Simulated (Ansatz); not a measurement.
```csv
atom,x (Å),y (Å),z (Å)
F,-0.0573,-0.2943,1.7719
Ti,0.0658,-0.1000,0.0541
F,1.4260,-1.0033,-0.5271
Cl,-1.7462,-0.8271,-0.8909
Br,0.3615,2.1510,-0.4494
```

Geometry: PBE0-D4/def2-TZVP.

All numbers below come from RKS PBE0-D4/def2-TZVPP in Ansatz 0.2.0.

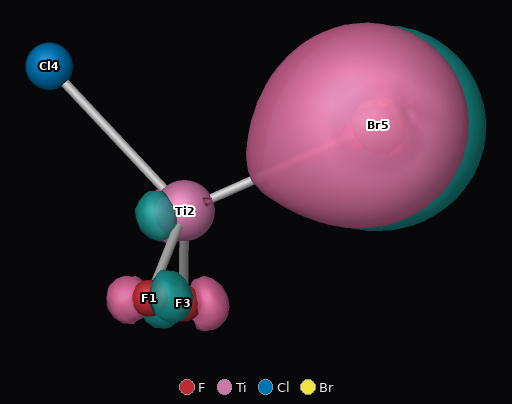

BrClF$_{2}$Ti (SMILES [F][Ti]([F])([Cl])[Br]). The HOMO−1 at ±0.15 Å⁻³ᐟ² (teal and pink are the two phases), seen across its widest extent.

### Where does this orbital lie, and at what energy?

Its weight (Hirshfeld) is mainly on Br5 (about 90 %) and Ti2 (about 10 %); largely a lone pair of Br5. Its energy is −9.44 eV.
